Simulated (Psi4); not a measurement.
**C3H10Si (trimethylsilane) at wB97X-V/cc-pVDZ**

Aim: the vertical ionisation energy of C3H10Si (trimethylsilane) at wB97X-V/cc-pVDZ, from 2 runs. 

The results are computed with Psi4 1.11.

## 1. The structure to begin with

C3H10Si has 14 atoms, charge 0, and is taken as a singlet. As SMILES, `C[SiH](C)C`. The coordinates come from a PBE0-D4/def2-TZVP relaxation.

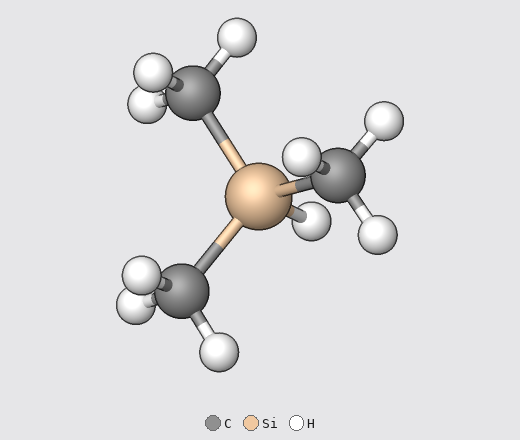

The structure, seen from a chosen angle (carbon grey, silicon light orange, hydrogen white).

## 2. The energy at wB97X-V/cc-pVDZ

c3h10si.json

```json
{
 "schema_name": "qcschema_input",
 "schema_version": 1,
 "molecule": {
  "schema_name": "qcschema_molecule",
  "schema_version": 2,
  "symbols": ["C", "Si", "C", "C", "H", "H", "H", "H", "H", "H", "H", "H", "H", "H"],
  "geometry": [-1.80808996, 2.0458175, -1.96229161, -0.64023921, -0.02759, 0.65932544, 2.34212656, 1.29276164, 2.03674682, -0.09694295, -3.31968188, -0.52458797, -3.5679919, 1.31751705, -2.7607009, -2.16543717, 3.96596822, -1.29087192, -0.41876331, 2.15674443, -3.48824545, -2.60687719, -0.11206076, 2.68416699, 3.83425431, 1.38611411, 0.61000359, 3.02696331, 0.11999761, 3.59274731, 2.04430572, 3.20138503, 2.76712596, -1.83076667, -4.12716186, -1.30353308, 1.3358474, -3.33971298, -2.01388113, 0.55161106, -4.56009811, 0.99399594],
  "molecular_charge": 0,
  "molecular_multiplicity": 1,
  "fix_symmetry": "c1",
  "fix_com": true,
  "fix_orientation": true
 },
 "driver": "energy",
 "model": {
  "method": "wb97x-v",
  "basis": "cc-pVDZ"
 },
 "keywords": {
  "reference": "rks",
  "puream": true,
  "e_convergence": 1e-09,
  "d_convergence": 1e-08,
  "scf_type": "pk",
  "dft_radial_points": 99,
  "dft_spherical_points": 590
 }
}
```

On the command line:

```console
$ psi4 --qcschema c3h10si.json -n 1 --memory 1600MB
```

stdout, shortened:

```text
[...]
  Running in c1 symmetry.
[...]
  Nuclear repulsion =  175.332631918618233
[...]
  Multiplicity = 1
[...]
  Nalpha       = 21
  Nbeta        = 21
[...]
    Number of basis functions: 110
[...]
   @RKS iter   1:  -409.51367628869554   -5.50705e-01   6.31075e-03 DIIS/ADIIS
[...]
   @RKS iter  10:  -409.77381870343629   -4.54747e-12   3.73537e-09 DIIS
[...]
    Orbital Energies [Eh]
    ---------------------
    Doubly Occupied:
       1A    -66.129868     2A    -10.257964     3A    -10.257960
       4A    -10.257954     5A     -5.370096     6A     -3.720255
       7A     -3.719815     8A     -3.719814     9A     -0.845999
      10A     -0.806062    11A     -0.806053    12A     -0.592020
      13A     -0.526942    14A     -0.514266    15A     -0.514253
      16A     -0.494009    17A     -0.493997    18A     -0.482903
      19A     -0.403285    20A     -0.398949    21A     -0.398930
[...]
  @RKS Final Energy:  -409.77381870343629
   => Energetics <=
    Nuclear Repulsion Energy =            175.3326319186182332
    One-Electron Energy =                -909.4436783352962266
    Two-Electron Energy =                 353.1637882059754361
    DFT Exchange-Correlation Energy =     -28.9931170174572905
    Empirical Dispersion Energy =           0.0000000000000000
    VV10 Nonlocal Energy =                  0.1665565247234948
    Total Energy =                       -409.7738187034362909
[...]
 Multipole Moments:
 ------------------------------------------------------------------------------------
     Multipole            Electronic (a.u.)      Nuclear  (a.u.)        Total (a.u.)
 ------------------------------------------------------------------------------------
 L = 1.  Multiply by 2.5417464519 to convert [e a0] to [Debye]
 Dipole X            :          6.3050288           -6.1376415            0.1673873
 Dipole Y            :          0.2712310           -0.2641837            0.0070473
 Dipole Z            :         -6.4927914            6.3205669           -0.1722245
 Magnitude           :                                                    0.2402695
[...]
```

The result, in JSON:

```text
{
 "driver": "energy",
 "model": {
  "method": "wb97x-v",
  "basis": "cc-pVDZ"
 },
 "success": true,
 "return_result": -409.7738187034363,
 "properties": {
  "calcinfo_nbasis": 110,
  "calcinfo_nmo": 110,
  "calcinfo_nalpha": 21,
  "calcinfo_nbeta": 21,
  "calcinfo_natom": 14,
  "nuclear_repulsion_energy": 175.33263191861823,
  "return_energy": -409.7738187034363,
  "scf_one_electron_energy": -909.4436783352962,
  "scf_two_electron_energy": 353.16378820597544,
  "scf_vv10_energy": 0.1665565247234948,
  "scf_xc_energy": -28.99311701745729,
  "scf_dipole_moment": [0.16738733319553045, 0.007047334281280904, -0.1722244522287255],
  "scf_total_energy": -409.7738187034363,
  "scf_iterations": 10
 }
}
```

Run time: 7.2 min. Hardware: 1 thread of Intel Xeon Platinum 8375C at 2.90GHz (Ice Lake), shared host; peak memory 0.84 GiB.

## 3. The doublet cation

run.py

```python
import psi4

psi4.set_memory('1600 MB')
psi4.set_num_threads(1)
psi4.set_output_file('run.log', False)

molecule = psi4.geometry("""
1 2
C     -1.80808996     2.04581750    -1.96229161
Si    -0.64023921    -0.02759000     0.65932544
C      2.34212656     1.29276164     2.03674682
C     -0.09694295    -3.31968188    -0.52458797
H     -3.56799190     1.31751705    -2.76070090
H     -2.16543717     3.96596822    -1.29087192
H     -0.41876331     2.15674443    -3.48824545
H     -2.60687719    -0.11206076     2.68416699
H      3.83425431     1.38611411     0.61000359
H      3.02696331     0.11999761     3.59274731
H      2.04430572     3.20138503     2.76712596
H     -1.83076667    -4.12716186    -1.30353308
H      1.33584740    -3.33971298    -2.01388113
H      0.55161106    -4.56009811     0.99399594
units au
symmetry c1
""")

psi4.set_options({
    'basis': 'cc-pVDZ',
    'reference': 'uks',
    'puream': True,
    'e_convergence': 1e-09,
    'd_convergence': 1e-08,
    'scf_type': 'pk',
    'dft_radial_points': 99,
    'dft_spherical_points': 590,
    'maxiter': 200,
})

e, wfn = psi4.energy("wb97x-v", return_wfn=True)
print('E =', round(e, 9))
```

On the command line:

```console
$ python run.py
```

run.log, shortened:

```text
[...]
  Running in c1 symmetry.
[...]
  Nuclear repulsion =  175.332631918618233
[...]
  Multiplicity = 2
[...]
  Nalpha       = 21
  Nbeta        = 20
[...]
    Number of basis functions: 110
[...]
   @UKS iter   1:  -409.13795658171387   -1.74986e-01   5.79901e-03 ADIIS/DIIS
[...]
   @UKS iter  17:  -409.36784519151558   -1.13687e-13   3.56994e-09 DIIS
[...]
   @S^2 Observed:                7.578299454E-01
[...]
    Orbital Energies [Eh]
    ---------------------
    Alpha Occupied:
       1A    -66.388059     2A    -10.465832     3A    -10.465807
       4A    -10.465772     5A     -5.628416     6A     -3.983965
       7A     -3.975625     8A     -3.975624     9A     -1.061446
      10A     -1.010285    11A     -1.010247    12A     -0.869546
      13A     -0.738781    14A     -0.712708    15A     -0.712681
      16A     -0.697158    17A     -0.697135    18A     -0.682511
      19A     -0.676564    20A     -0.613991    21A     -0.613945
    Alpha Virtual:
      22A     -0.046540    23A     -0.046534    24A     -0.044936
      25A     -0.025225    26A      0.031459    27A      0.033331
[...]
  @UKS Final Energy:  -409.36784519151558
   => Energetics <=
    Nuclear Repulsion Energy =            175.3326319186182332
    One-Electron Energy =                -900.1045312763073980
    Two-Electron Energy =                 344.0678432507899061
    DFT Exchange-Correlation Energy =     -28.8274843683061555
    Empirical Dispersion Energy =           0.0000000000000000
    VV10 Nonlocal Energy =                  0.1636952836897875
    Total Energy =                       -409.3678451915155847
[...]
 Multipole Moments:
 ------------------------------------------------------------------------------------
     Multipole            Electronic (a.u.)      Nuclear  (a.u.)        Total (a.u.)
 ------------------------------------------------------------------------------------
 L = 1.  Multiply by 2.5417464519 to convert [e a0] to [Debye]
 Dipole X            :         -1.2743127            0.9301532           -0.3441594
 Dipole Y            :         -0.0553758            0.0400075           -0.0153684
 Dipole Z            :          1.3127372           -0.9578712            0.3548661
 Magnitude           :                                                    0.4945825
[...]
```

Standard output:

```text
E = -409.367845192
```

Wall time 9.9 min (1 thread of Intel Xeon Platinum 8375C at 2.90GHz (Ice Lake), shared host); peak memory 0.82 GiB.

## 4. What came out

Level: wB97X-V/cc-pVDZ.

```
                                          quantity          value
                     singlet C3H10Si: total energy  -409.77382 Eh
                    singlet C3H10Si: dipole moment         0.61 D
                      singlet C3H10Si: HOMO energy      -10.86 eV
                      singlet C3H10Si: LUMO energy        3.75 eV
                    singlet C3H10Si: HOMO–LUMO gap       14.61 eV
                      doublet cation: total energy  -409.36785 Eh
doublet cation: HOMO energy (highest over α and β)      -16.37 eV
 doublet cation: LUMO energy (lowest over α and β)      -11.06 eV
                              doublet cation: ⟨S²⟩          0.758
vertical ionisation energy (to the doublet cation)      11.047 eV
```

What this shows: The vertical ionisation energy comes to 11.05 eV (1066 kJ/mol). The negative HOMO energy of the first species, 10.86 eV, lies 0.19 eV below that difference.
